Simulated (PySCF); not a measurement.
C2H7AlOS, SMILES C[O][AlH][S]C at its PBE0/def2-SVP optimised geometry (Å):

```
12

Al    -1.2337     0.8941     0.0000
H     -2.0912     2.2211     0.0000
O      0.4644     0.8941     0.0000
C      1.5423     1.7686    -0.0002
H      1.2363     2.8319     0.0121
H      2.1838     1.5979     0.8827
H      2.1704     1.6147    -0.8958
S     -2.1838    -1.0580    -0.0014
C     -0.7388    -2.1844     0.0069
H      0.2058    -1.6250    -0.0066
H     -0.7944    -2.8319    -0.8785
H     -0.7833    -2.8068     0.9108
```

Calculation: PySCF with PBE0/def2-TZVP.

Map of the Laplacian of the electron density (e/bohr⁵) on the plane z = 1.5 Å:

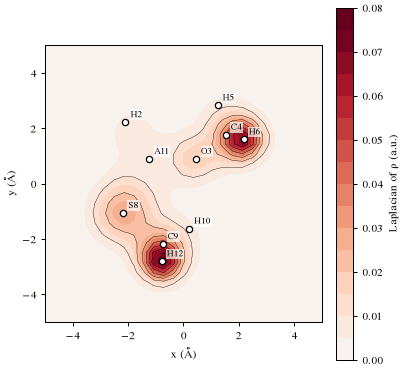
*Laplacian of the electron density (e/bohr⁵) on the plane z = 1.5 Å.*
